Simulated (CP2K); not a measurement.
# ZrCl4 (zirconium tetrachloride) at PBE/DZVP-MOLOPT-SR-GTH (core potential)

Aim: the energy change on altering one bond length of ZrCl4 (zirconium tetrachloride) at PBE/DZVP-MOLOPT-SR-GTH (core potential), from 2 runs. 

The results are computed with CP2K 2026.2.

1 further run of the same task is left out (set aside as unsound or not needed).

**1. The structure to begin with**

ZrCl4: 5 atoms, total charge 0, spin state singlet. SMILES: `Cl[Zr](Cl)(Cl)Cl`. The shape is that of a PBE0-D4/def2-TZVP optimisation.

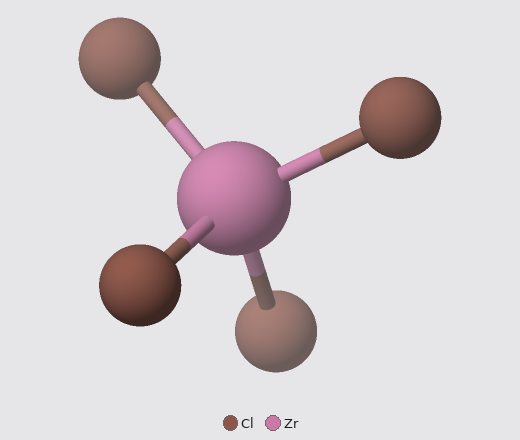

The structure, seen from a chosen angle (chlorine brown, zirconium pink).

**2. A single-point energy at PBE/DZVP-MOLOPT-SR-GTH (core potential)**

File molecule.inp:

```
&GLOBAL
  PROJECT_NAME molecule
  RUN_TYPE ENERGY
  PRINT_LEVEL MEDIUM
&END

&FORCE_EVAL
  METHOD QUICKSTEP
  &DFT
    BASIS_SET_FILE_NAME BASIS_MOLOPT
    POTENTIAL_FILE_NAME GTH_POTENTIALS
    CHARGE 0
    MULTIPLICITY 1
    &QS
      METHOD GPW
      EPS_DEFAULT 1.0E-10
    &END
    &MGRID
      CUTOFF 400
      REL_CUTOFF 50
      NGRIDS 4
    &END
    &POISSON
      PERIODIC NONE
      POISSON_SOLVER MULTIPOLE
    &END
    &SCF
      SCF_GUESS ATOMIC
      EPS_SCF 1.0E-06
      MAX_SCF 30
      &OT ON
        MINIMIZER DIIS
        PRECONDITIONER FULL_SINGLE_INVERSE
      &END
      &OUTER_SCF
        EPS_SCF 1.0E-06
        MAX_SCF 8
      &END
    &END
    &XC
      &XC_FUNCTIONAL PBE
      &END
    &END
    &PRINT
      &MOMENTS
        PERIODIC F
        REFERENCE COM
        MAX_MOMENT 1
      &END
      &MO_CUBES
        NLUMO 3
        NHOMO -1
        WRITE_CUBE F
      &END
      &HIRSHFELD OFF
      &END
    &END
  &END
  ! atoms, cell and kinds
  &SUBSYS
    &CELL
      ABC [angstrom] 10.6 10.7 10.2
      PERIODIC NONE
    &END
    &COORD
      Cl    -0.109970    -0.230800     2.301810
      Zr     0.000020     0.000000    -0.000020
      Cl     1.545400    -1.499220    -0.853260
      Cl    -2.081750    -0.430080    -0.919260
      Cl     0.646280     2.160110    -0.529270
    &END
    &TOPOLOGY
      &CENTER_COORDINATES
      &END
    &END
    &KIND Cl
      BASIS_SET DZVP-MOLOPT-SR-GTH-q7
      POTENTIAL GTH-PBE-q7
    &END
    &KIND Zr
      BASIS_SET DZVP-MOLOPT-SR-GTH-q12
      POTENTIAL GTH-PBE-q12
    &END
  &END
&END
```

Launch:

```bash
$ OMP_NUM_THREADS=1 cp2k.psmp molecule.inp > molecule.out
```

Standard output:

```text
CP2K| version string:                                       CP2K version 2026.2
[...]
 GLOBAL| Method name                                                        CP2K
[...]
 GLOBAL| Run type                                                         ENERGY
[...]
 DFT| Spin restricted Kohn-Sham (RKS) calculation                            RKS
 DFT| Multiplicity                                                             1
[...]
 DFT| Charge                                                                   0
[...]
 FUNCTIONAL| PBE:
 QS| Method:                                                                 GPW
[...]
 QS| Density cutoff [a.u.]:                                                200.0
[...]
 QS| Relative density cutoff [a.u.]:                                        25.0
[...]
                             - Atoms:                                          5
[...]
                             - Spherical basis functions:                     78
[...]
 Number of electrons:                                                         40
[...]
     1 OT DIIS     0.80E-01    1.6     0.13010546      -105.5917458814 -1.06E+02
[...]
     4 OT DIIS     0.80E-01    1.6     0.00000073      -107.3114693942 -2.05E-10
  *** SCF run converged in     4 steps ***
[...]
  Overlap energy of the core charge distribution:               0.00000000017384
  Self energy of the core charge distribution:               -221.28411377550302
  Core Hamiltonian energy:                                     50.09921682515960
  Hartree energy:                                              81.44895721162442
  Exchange-correlation energy:                                -17.57552965567504
  Total energy:                                              -107.31146939422018
[...]
                     Mulliken Population Analysis
 #  Atom  Element  Kind  Atomic population                           Net charge
       1     Cl       1          7.159764                             -0.159764
       2     Zr       2         11.354592                              0.645408
       3     Cl       1          7.163191                             -0.163191
       4     Cl       1          7.161471                             -0.161471
       5     Cl       1          7.160983                             -0.160983
 # Total charge                             40.000000                 -0.000000
[...]
  Dipole moment [Debye]
    X= -0.1412843E-01 Y=  0.1812599E-01 Z=  0.2909888E-01  Total=      0.0370798
[...]
 HOMO - LUMO gap [eV] :    4.792487
 ENERGY| Total FORCE_EVAL ( QS ) energy [hartree]           -107.311469394220182
[...]
```

It took 64 s on 1 thread of Arm Neoverse V1, shared host; peak memory 0.87 GiB.

**3. The distorted shape at the same level**

File molecule.xyz:

```xyz
5

Cl     0.202322    -0.166283     2.439708
Zr     0.312312     0.064517     0.137878
Cl     1.857692    -1.434703    -0.715362
Cl    -2.081750    -0.430080    -0.919260
Cl     0.958572     2.224627    -0.391372
```

File molecule.inp:

```
&GLOBAL
  PROJECT molecule
  RUN_TYPE ENERGY
  PRINT_LEVEL MEDIUM
&END GLOBAL

&FORCE_EVAL
  METHOD Quickstep
  &DFT
    BASIS_SET_FILE_NAME BASIS_MOLOPT
    POTENTIAL_FILE_NAME GTH_POTENTIALS
    CHARGE 0
    MULTIPLICITY 1
    &QS
      METHOD GPW
      EPS_DEFAULT 1.0E-10
    &END QS
    &MGRID
      CUTOFF 400
      REL_CUTOFF 50
      NGRIDS 4
    &END MGRID
    &POISSON
      PERIODIC NONE
      POISSON_SOLVER MULTIPOLE
    &END POISSON
    &SCF
      SCF_GUESS ATOMIC
      EPS_SCF 1.0E-06
      MAX_SCF 30
      &OT ON
        MINIMIZER DIIS
        PRECONDITIONER FULL_ALL
      &END OT
      &OUTER_SCF
        EPS_SCF 1.0E-06
        MAX_SCF 5
      &END OUTER_SCF
    &END SCF
    &XC
      &XC_FUNCTIONAL PBE
      &END XC_FUNCTIONAL
    &END XC
    &PRINT
      &MOMENTS
        PERIODIC F
        REFERENCE COM
        MAX_MOMENT 1
      &END MOMENTS
      &MO_CUBES
        NLUMO 3
        NHOMO -1
        WRITE_CUBE F
      &END MO_CUBES
      &HIRSHFELD OFF
      &END HIRSHFELD
    &END PRINT
  &END DFT
  &SUBSYS
    &CELL
      ABC [angstrom] 10.9 10.7 10.4
      PERIODIC NONE
    &END CELL
    &TOPOLOGY
      COORD_FILE_NAME molecule.xyz
      COORD_FILE_FORMAT XYZ
      &CENTER_COORDINATES
      &END CENTER_COORDINATES
    &END TOPOLOGY
    &KIND Cl
      BASIS_SET DZVP-MOLOPT-SR-GTH-q7
      POTENTIAL GTH-PBE-q7
    &END KIND
    &KIND Zr
      BASIS_SET DZVP-MOLOPT-SR-GTH-q12
      POTENTIAL GTH-PBE-q12
    &END KIND
  &END SUBSYS
&END FORCE_EVAL
```

Launch:

```bash
$ OMP_NUM_THREADS=1 cp2k.psmp -i molecule.inp -o molecule.out
```

Standard output:

```text
CP2K| version string:                                       CP2K version 2026.2
[...]
 GLOBAL| Method name                                                        CP2K
[...]
 GLOBAL| Run type                                                         ENERGY
[...]
 DFT| Spin restricted Kohn-Sham (RKS) calculation                            RKS
 DFT| Multiplicity                                                             1
[...]
 DFT| Charge                                                                   0
[...]
 FUNCTIONAL| PBE:
 QS| Method:                                                                 GPW
[...]
 QS| Density cutoff [a.u.]:                                                200.0
[...]
 QS| Relative density cutoff [a.u.]:                                        25.0
[...]
                             - Atoms:                                          5
[...]
                             - Spherical basis functions:                     78
[...]
 Number of electrons:                                                         40
[...]
     1 OT DIIS     0.15E+00    1.6     0.11535967      -105.7050200352 -1.06E+02
[...]
    21 OT DIIS     0.15E+00    1.8     0.00000074      -107.2913088975 -1.81E-10
  *** SCF run converged in    21 steps ***
[...]
  Overlap energy of the core charge distribution:               0.00000000013038
  Self energy of the core charge distribution:               -221.28411377550302
  Core Hamiltonian energy:                                     49.86622811433656
  Hartree energy:                                              81.63124089085129
  Exchange-correlation energy:                                -17.50466412731697
  Total energy:                                              -107.29130889750176
[...]
                     Mulliken Population Analysis
 #  Atom  Element  Kind  Atomic population                           Net charge
       1     Cl       1          7.136194                             -0.136194
       2     Zr       2         11.286009                              0.713991
       3     Cl       1          7.139768                             -0.139768
       4     Cl       1          7.300172                             -0.300172
       5     Cl       1          7.137857                             -0.137857
 # Total charge                             40.000000                  0.000000
[...]
  Dipole moment [Debye]
    X=  0.1746456E+01 Y=  0.3858332E+00 Z=  0.8114976E+00  Total=      1.9640534
[...]
 HOMO - LUMO gap [eV] :    3.577465
 ENERGY| Total FORCE_EVAL ( QS ) energy [hartree]           -107.291308897501764
[...]
```

It took 39 s on 1 thread of Arm Neoverse V1, shared host; peak memory 0.91 GiB.

**4. What came out**

At PBE/DZVP-MOLOPT-SR-GTH (core potential):

```
                                                           quantity          value
                                          first shape: total energy  -107.31147 Eh
                                         first shape: dipole moment         0.04 D
                                           first shape: HOMO energy       -8.25 eV
                                           first shape: LUMO energy       -3.45 eV
                                         first shape: HOMO–LUMO gap        4.79 eV
                                      distorted shape: total energy  -107.29131 Eh
                                     distorted shape: dipole moment         1.96 D
                                       distorted shape: HOMO energy       -7.52 eV
                                       distorted shape: LUMO energy       -3.95 eV
                                     distorted shape: HOMO–LUMO gap        3.58 eV
energy change with the Zr2–Cl4 bond stretched from 2.316 to 2.663 Å       0.549 eV
```

What this shows: With the Zr2–Cl4 bond stretched from 2.316 to 2.663 Å the energy rises by 0.55 eV (52.9 kJ/mol). The first shape isn't relaxed at this level, so the change isn't measured from a minimum.
